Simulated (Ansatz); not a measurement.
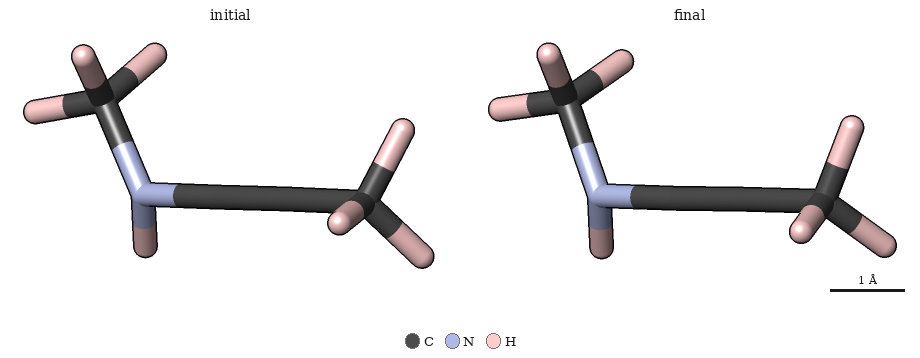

The structure of C4H7N before (left) and after (right) a relaxation, at one scale.

A stick model, seen from a free direction.

The start comes from PBE-D4/def2-SVP.

The calculation used RKS PBE0-D4/def2-TZVP (Ansatz).

The input:
```yaml
crystal:
  periodic: [false, false, false]
  atoms:
    - {symbol: C, position_ang: [-2.460147, -0.554934, 0.707630]}
    - {symbol: C, position_ang: [-1.043895, -0.244970, 0.555213]}
    - {symbol: C, position_ang: [0.153267, 0.006681, 0.440614]}
    - {symbol: N, position_ang: [1.476494, 0.233189, 0.300177]}
    - {symbol: C, position_ang: [2.045254, 0.369921, -1.034889]}
    - {symbol: H, position_ang: [-2.920534, 0.059664, 1.511039]}
    - {symbol: H, position_ang: [-3.028542, -0.335822, -0.222106]}
    - {symbol: H, position_ang: [-2.645893, -1.621325, 0.964402]}
    - {symbol: H, position_ang: [1.878484, 0.864134, 0.999104]}
    - {symbol: H, position_ang: [3.150175, 0.410828, -0.960267]}
    - {symbol: H, position_ang: [1.693929, 1.275628, -1.585245]}
    - {symbol: H, position_ang: [1.778307, -0.518194, -1.641673]}
basis:
  gaussian: {orbitals: def2-TZVP}
hamiltonian: {xc: pbe0, dispersion: d4}
relax: {f_tol: 0.005, max_steps: 150}
```

Command:
```bash
ansatz run in.yaml --threads 4 --pin off --events-out ev --progress --plain --max-ram 10444MiB
```

### Summarise the run.

H6 moves most after the best rigid fit: 0.19 Å. Largest moves by element: H 0.19 Å, N 0.08 Å, C 0.05 Å. Among the contacts that change: C2–C3 1.229 → 1.205 Å, C5–H11 1.117 → 1.097 Å, C1–H6 1.111 → 1.094 Å, N4–H9 1.024 → 1.009 Å. Bond angles that change, for instance: C3–N4–C5 119.6° → 117.5°. The energy falls by 0.076 eV in 17 accepted moves (20 points after the start). The largest force component goes from 2 to 0.0011 eV/Å. The line search rejected the trial steps at points 3, 6, 15 of the run. The forces were under the threshold at step 8, but the run went on from there.
